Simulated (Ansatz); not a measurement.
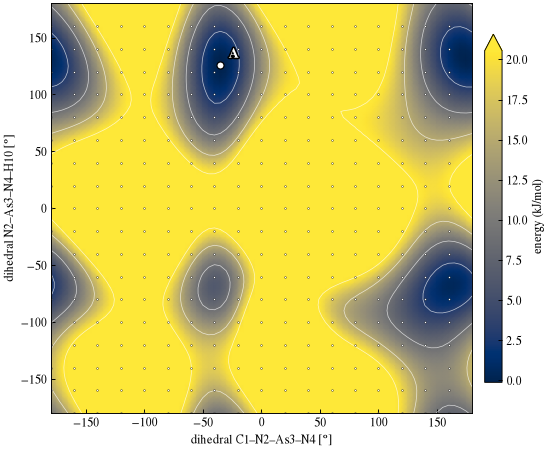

CH7AsN2, SMILES CN[AsH]N. 
- First axis: dihedral C1–N2–As3–N4. Second axis: dihedral N2–As3–N4–H10.
- Nothing is relaxed (all other coordinates rigid).
- The grid has 18 × 18 points.
- Energies are in kJ/mol, from the relaxed molecule at the same level.
- Method: Ansatz 0.2.0, RKS B3LYP-D4/def2-SVP.

In the figure: a smooth colour map with a few white contour lines, dots at the grid points, one colour for all values above the top of the scale, the well A. Between grid points the surface is interpolated.

Q: Estimate the position of the minimum and the force constants in these coordinates. Take the well at A.

A: The interpolated minimum is at dihedral C1–N2–As3–N4 ≈ −35°, dihedral N2–As3–N4–H10 ≈ 126°. The curvatures there are about 0.84 eV/rad² and 0.23 eV/rad², with a cross term of about −0.03 eV/rad². Round the minimum the two coordinates are weakly coupled (coupling −0.07 in units of the two stiffnesses). (1 eV is 96.5 kJ/mol.)
